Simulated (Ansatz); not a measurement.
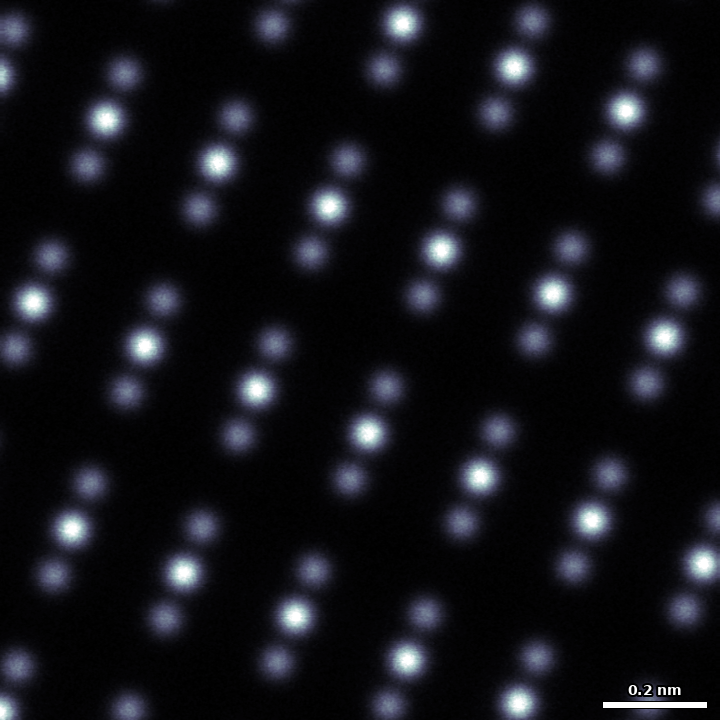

Dark-field STEM-like image of SnGe2. Simulation: incoherent imaging, intensity Z^1.7 per atom, probe width 0.50 Å, thin sample. The probe carries 15 % of its weight in a tail 2.5 times as wide. Shot noise and a slight drift were added.

> Give the net of the columns and its spacings.

The pattern repeats on a rectangular net of 2.3 × 3.8 Å.

> What is the plane group of the image?

p2mm: mirror lines in two perpendicular directions, with twofold points where they cross.

> How many columns does the smallest repeating cell hold, and how many levels of brightness?

3 columns in the primitive cell of 8.9 Å², with 2 levels of brightness (about 100, 45 % of the brightest, counted from the darkest point).

The crystal is SnGe2 (Fm-3m, No. 225) seen along [211]. Structure used: coordinates from a relaxation with Ansatz 0.2.0, DFT LDA, scalar-relativistic, plane waves, PAW; the starting structure was generated, so it need not be a known form of this composition.
